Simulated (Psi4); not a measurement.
**ZrO (SMILES [O][Zr]): HF/3-21G**

Aim: the energy change on altering one bond length of ZrO at HF/3-21G, from 2 runs. 

The calculation is run with Psi4 1.11.

1 further run of the same task is left out (it didn't finish). Runs told in other sessions of the task aren't counted.

## (1) The system as given

ZrO has 2 atoms, charge 0, and is taken as a singlet. SMILES: `[O][Zr]`. Geometry: the measured bond length.

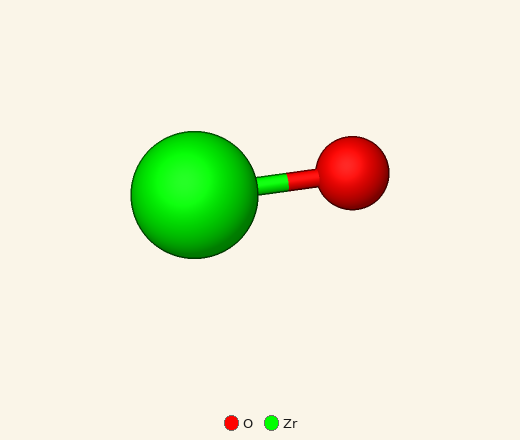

Viewed from a chosen angle; oxygen red, zirconium green.

## (2) Energy and forces at HF/3-21G

Contents of ozr.py:

```python
import psi4

psi4.set_memory(1600000000)
psi4.set_num_threads(1)
psi4.set_output_file('output.dat', False)

mol = psi4.geometry("""
0 1
O      0.00000000     0.00000000     0.00000000
Zr     0.00000000     0.00000000     3.23445523
units bohr
symmetry c1
""")

psi4.set_options(dict(basis='3-21G', puream=True, e_convergence=1e-09, d_convergence=1e-08, scf_type='pk'))

energy_value, wavefunction = psi4.gradient("hf", molecule=mol, return_wfn=True)
psi4.oeprop(wavefunction, "LOWDIN_CHARGES", "DIPOLE", "QUADRUPOLE", title="HF")
print('gradient / Eh bohr^-1')
print(energy_value.np.round(6))
print(f'energy = {wavefunction.energy():.10f} Eh')
for k, v in sorted(psi4.core.scalar_variables().items()):
    print(f'{k:45s} {v:18.10f}')
```

Run with:

```
$ python ozr.py
```

output.dat:

```text
[...]
  Running in c1 symmetry.
[...]
  Nuclear repulsion =   98.934743950683782
[...]
  Multiplicity = 1
[...]
  Nalpha       = 24
  Nbeta        = 24
[...]
    Number of basis functions: 45
[...]
   @RHF iter   1: -3596.17019604482266   -1.08704e+00   1.65885e-02 ADIIS/DIIS
[...]
   @RHF iter  13: -3596.46051615704482   -3.18323e-12   4.52344e-09 DIIS
[...]
    Orbital Energies [Eh]
    ---------------------
    Doubly Occupied:
       1A   -646.979212     2A    -91.375165     3A    -83.279148
       4A    -83.279148     5A    -83.276557     6A    -20.482621
       7A    -16.313932     8A    -13.082555     9A    -13.082555
      10A    -13.069598    11A     -7.789068    12A     -7.789068
      13A     -7.784225    14A     -7.782396    15A     -7.782396
      16A     -2.545886    17A     -1.639603    18A     -1.552962
      19A     -1.552962    20A     -1.166977    21A     -0.502601
      22A     -0.501269    23A     -0.501269    24A     -0.235827
[...]
  @RHF Final Energy: -3596.46051615704482
   => Energetics <=
    Nuclear Repulsion Energy =             98.9347439506837816
    One-Electron Energy =               -5164.0965179841141435
    Two-Electron Energy =                1468.7012578763858528
    Total Energy =                      -3596.4605161570443670
[...]
  -Total Gradient:
     Atom            X                  Y                   Z
    ------   -----------------  -----------------  -----------------
       1        0.000000000852    -0.000000001471    -0.002334295946
       2       -0.000000000852     0.000000001471     0.002334295926
[...]
 Multipole Moments:
 ------------------------------------------------------------------------------------
     Multipole            Electronic (a.u.)      Nuclear  (a.u.)        Total (a.u.)
 ------------------------------------------------------------------------------------
 L = 1.  Multiply by 2.5417464519 to convert [e a0] to [Debye]
 Dipole X            :          0.0000000            0.0000000            0.0000000
 Dipole Y            :         -0.0000001            0.0000000           -0.0000001
 Dipole Z            :          3.2106175           -2.4263389            0.7842786
 Magnitude           :                                                    0.7842786
 L = 2.  Multiply by 1.3450342976 to convert [e a0^2] to [Debye ang]
 Quadrupole XX       :        -24.6608672            0.0000000          -24.6608672
 Quadrupole XY       :         -0.0000170            0.0000000           -0.0000170
[...]
```

The script printed:

```text
gradient / Eh bohr^-1
[[ 0.       -0.       -0.002334]
 [-0.        0.        0.002334]]
energy = -3596.4605161570 Eh
CURRENT ENERGY                                  -3596.4605161570
CURRENT REFERENCE ENERGY                        -3596.4605161570
DD SOLVATION ENERGY                                 0.0000000000
HF KINETIC ENERGY                                3602.2740200254
HF POTENTIAL ENERGY                             -7198.7345361824
HF TOTAL ENERGY                                 -3596.4605161570
HF VIRIAL RATIO                                     1.9983861572
NUCLEAR REPULSION ENERGY                           98.9347439507
ONE-ELECTRON ENERGY                             -5164.0965179841
PCM POLARIZATION ENERGY                             0.0000000000
PE ENERGY                                           0.0000000000
SCF ITERATION ENERGY                            -3596.4605161570
SCF ITERATIONS                                     13.0000000000
SCF TOTAL ENERGY                                -3596.4605161570
TWO-ELECTRON ENERGY                              1468.7012578764
```

Run time: 2.1 s. Hardware: 1 thread of AMD EPYC 7B13 (Zen 3), shared host; peak memory 0.19 GiB.

## (3) The distorted shape

Contents of job.json:

```json
{
 "schema_name": "qcschema_input",
 "schema_version": 1,
 "molecule": {
  "schema_name": "qcschema_molecule",
  "schema_version": 2,
  "symbols": ["O", "Zr"],
  "geometry": [0.0, 0.0, -0.97037436, 0.0, 0.0, 3.23445523],
  "molecular_charge": 0,
  "molecular_multiplicity": 1,
  "fix_symmetry": "c1",
  "fix_com": true,
  "fix_orientation": true
 },
 "driver": "gradient",
 "model": {
  "method": "scf",
  "basis": "3-21G"
 },
 "keywords": {
  "puream": true,
  "e_convergence": 1e-09,
  "d_convergence": 1e-08,
  "scf_type": "pk",
  "scf_properties": ["QUADRUPOLE", "MAYER_INDICES", "DIPOLE"]
 }
}
```

Run with:

```
$ psi4 --qcschema job.json -n 1 --memory 1600MB
```

stdout:

```text
[...]
  Running in c1 symmetry.
[...]
  Nuclear repulsion =   76.102965209584156
[...]
  Multiplicity = 1
[...]
  Nalpha       = 24
  Nbeta        = 24
[...]
    Number of basis functions: 45
[...]
   @RHF iter   1: -3595.81310090936267   -1.14387e+00   1.86947e-02 ADIIS/DIIS
[...]
   @RHF iter  17: -3596.31451174888389    9.09495e-13   8.99688e-09 DIIS
[...]
    Orbital Energies [Eh]
    ---------------------
    Doubly Occupied:
       1A   -647.008860     2A    -91.402314     3A    -83.307430
       4A    -83.307430     5A    -83.302509     6A    -20.397848
       7A    -16.336409     8A    -13.107799     9A    -13.107799
      10A    -13.087358    11A     -7.815889    12A     -7.815889
      13A     -7.807690    14A     -7.802815    15A     -7.802815
      16A     -2.547710    17A     -1.562917    18A     -1.562917
      19A     -1.556787    20A     -1.096864    21A     -0.372254
      22A     -0.372254    23A     -0.354616    24A     -0.257139
[...]
  @RHF Final Energy: -3596.31451174888389
   => Energetics <=
    Nuclear Repulsion Energy =             76.1029652095841556
    One-Electron Energy =               -5118.6463309679229496
    Two-Electron Energy =                1446.2288540094552900
    Total Energy =                      -3596.3145117488838878
[...]
 Multipole Moments:
 ------------------------------------------------------------------------------------
     Multipole            Electronic (a.u.)      Nuclear  (a.u.)        Total (a.u.)
 ------------------------------------------------------------------------------------
 L = 1.  Multiply by 2.5417464519 to convert [e a0] to [Debye]
 Dipole X            :         -0.0000008            0.0000000           -0.0000008
 Dipole Y            :         -0.0000003            0.0000000           -0.0000003
 Dipole Z            :       -119.4568725          121.6152143            2.1583418
 Magnitude           :                                                    2.1583418
 L = 2.  Multiply by 1.3450342976 to convert [e a0^2] to [Debye ang]
 Quadrupole XX       :        -24.0555562            0.0000000          -24.0555562
 Quadrupole XY       :          0.0000167            0.0000000            0.0000167
[...]
  -Total Gradient:
     Atom            X                  Y                   Z
    ------   -----------------  -----------------  -----------------
       1       -0.000000004055    -0.000000001248    -0.167018073679
       2        0.000000004055     0.000000001248     0.167018073164
[...]
```

The result, in JSON:

```text
{
 "driver": "gradient",
 "model": {
  "method": "scf",
  "basis": "3-21G"
 },
 "success": true,
 "return_result": [-4.054584166936508e-09, -1.2480840914739324e-09, -0.16701807367899957, 4.0545841669343405e-09, 1.2480840914741816e-09, 0.167018073164442],
 "properties": {
  "calcinfo_nbasis": 45,
  "calcinfo_nmo": 45,
  "calcinfo_nalpha": 24,
  "calcinfo_nbeta": 24,
  "calcinfo_natom": 2,
  "nuclear_repulsion_energy": 76.10296520958416,
  "return_energy": -3596.314511748884,
  "return_gradient": [-4.054584166936508e-09, -1.2480840914739324e-09, -0.16701807367899957, 4.0545841669343405e-09, 1.2480840914741816e-09, 0.167018073164442],
  "scf_one_electron_energy": -5118.646330967923,
  "scf_two_electron_energy": 1446.2288540094553,
  "scf_dipole_moment": [-8.114572350337968e-07, -2.5026031828175366e-07, 2.1583418076755123],
  "scf_total_energy": -3596.314511748884,
  "scf_total_gradient": [-4.054584166936508e-09, -1.2480840914739324e-09, -0.16701807367899957, 4.0545841669343405e-09, 1.2480840914741816e-09, 0.167018073164442],
  "scf_iterations": 17
 }
}
```

Wall time 2.1 s (1 thread of AMD EPYC 7B13 (Zen 3), shared host); peak memory 0.19 GiB.

## (4) Results

At HF/3-21G:

| quantity | value |
| --- | --- |
| first shape: total energy | -3596.46052 Eh |
| first shape: dipole moment | 1.99 D |
| first shape: HOMO energy | -6.42 eV |
| first shape: LUMO energy | 0.47 eV |
| first shape: HOMO–LUMO gap | 6.89 eV |
| first shape: largest force on an atom | 0.120 eV/Å |
| distorted shape: total energy | -3596.31451 Eh |
| distorted shape: dipole moment | 5.49 D |
| distorted shape: HOMO energy | -7.00 eV |
| distorted shape: LUMO energy | 0.23 eV |
| distorted shape: HOMO–LUMO gap | 7.23 eV |
| distorted shape: largest force on an atom | 8.588 eV/Å |
| energy change with the O1–Zr2 bond stretched from 1.712 to 2.225 Å | 3.973 eV |

In words: With the O1–Zr2 bond stretched from 1.712 to 2.225 Å the energy rises by 3.97 eV (383 kJ/mol). The first shape isn't relaxed at this level, so the change isn't measured from a minimum. Relativity is left out (first shape) although the molecule holds a heavy atom. Relativity is left out (distorted shape) although the molecule holds a heavy atom.
